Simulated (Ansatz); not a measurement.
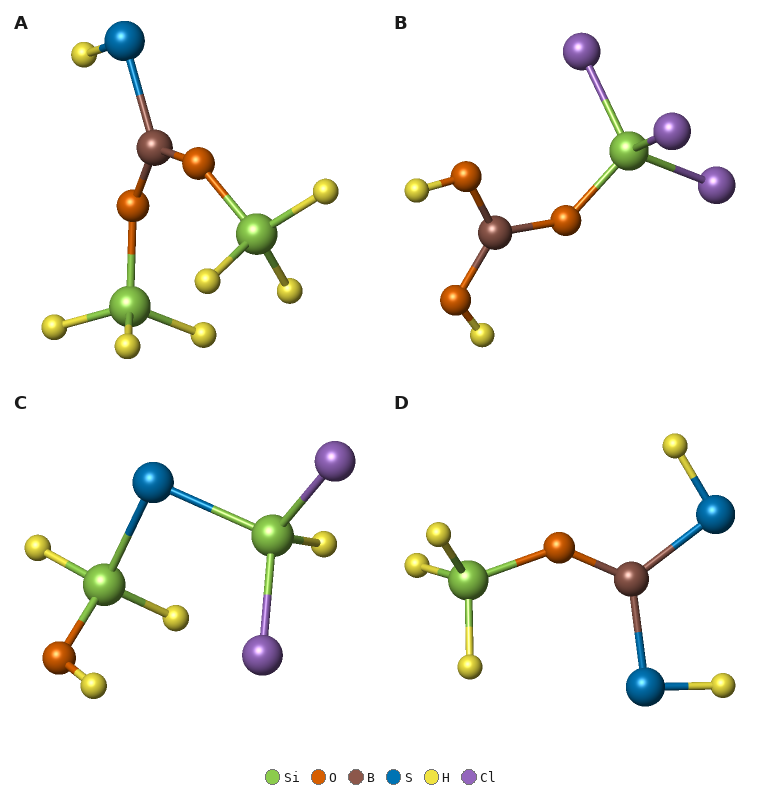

(Drawn from a calculation with Ansatz.)

```xyz
10
charge 0, multiplicity 1
Si    1.3726   -1.1513    0.3469
O     0.3624    0.1510    0.4711
B    -0.7215    0.6402   -0.1696
S    -1.3811   -0.2078   -1.6415
S    -1.5369    2.1487    0.4223
H     2.7590   -0.6494    0.4851
H     1.0572   -2.0928    1.4471
H     1.1952   -1.8209   -0.9657
H    -2.4006    0.6379   -1.8553
H    -0.7062    2.3444    1.4595
```

### Which picture belongs to the input above?

D. The file holds BH5OS2Si, `[SiH3]OB(S)S`.
